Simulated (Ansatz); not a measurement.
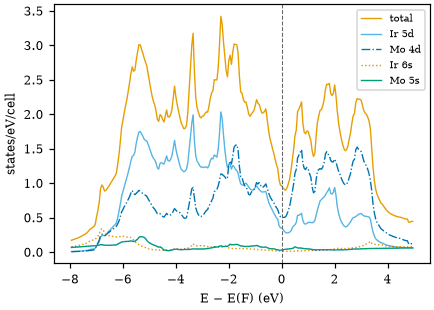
Figure: Total and projected density of states of MoIr (L1₀ or tetragonal B2, P4/mmm), the program Ansatz at the PBEsol level (PAW)

**Question.** Which orbitals carry the states next to the Fermi level?

**Answer.** Within 0.5 eV of the Fermi level: Mo 4d 56 %, Ir 5d 34 %. Projections are on Löwdin-orthogonalised atomic valence shells; empty p or d shells of many metals are not among them.

**Question.** Where is the tallest occupied peak in this window, and what makes it?

**Answer.** Near -2.3 eV, about 3.4 states/eV per cell; the largest projected share is Ir 5d.

The start of the workflow was typed in or built on a structure type; neither database checked (COD, Materials Project) lists it. COD files the formula under space group No. 51. Whether it is the stable phase at ambient conditions was not checked. The PBEsol relaxation kept the symmetry of its start; its stability against distortions is not shown here. No spin polarisation was allowed. Spin–orbit coupling is left out wherever it is not named.

Potentials: the earlier of the program's two PAW sets. The files were generated under PBE; for other functionals the program regenerates the frozen cores, and for LDA and PBEsol the local potential too.
